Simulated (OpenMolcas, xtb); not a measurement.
# CH5FGeO (SMILES [CH3][GeH]([OH])[F]): methods side by side

The species is CH5FGeO (9 atoms), meant as a singlet with charge 0. As SMILES, `[CH3][GeH]([OH])[F]`. Geometry: relaxed at PBE0-D4/def2-TZVP. This is one conformer, not always the lowest.

Quantity: the HOMO–LUMO gap, in eV. The values are calculated.

```tsv
level	kind	program	value (eV)	CPU time
GFN0-xTB	semi-empirical	xtb	6.45	under 2 s
HF/cc-pVDZ	Hartree–Fock	OpenMolcas	16.97	17 s
SVWN5/cc-pVDZ	LDA	OpenMolcas	7.05	46 s
PBE/cc-pVDZ	GGA	OpenMolcas	7.10	64 s
r2SCAN/cc-pVDZ	meta-GGA	OpenMolcas	8.06	77 s
BHLYP/cc-pVDZ	global hybrid	OpenMolcas	12.21	56 s
M06-2X/cc-pVDZ	hybrid meta-GGA	OpenMolcas	12.22	73 s
B2PLYP/cc-pVDZ	double hybrid	OpenMolcas	12.50	41 s
```

All-electron rows without a relativistic Hamiltonian named are non-relativistic. The values span 6.45 to 16.97 eV. Orbital gaps aren't excitation energies, and those of double hybrids come from the SCF part alone; they tend to grow with the share of exact exchange. Times are those of the runs behind each value, whatever else they computed, on shared processors of several kinds: orders of magnitude only.

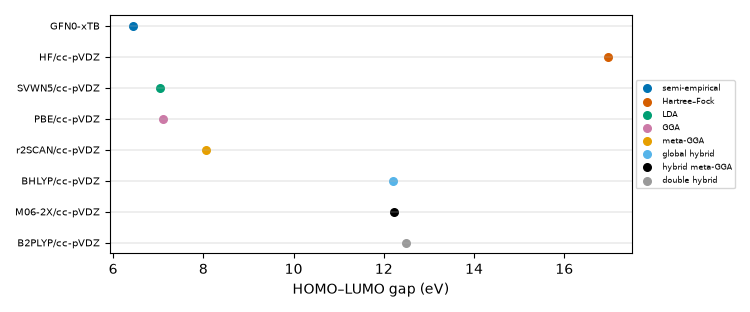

The values of the table, level by level.
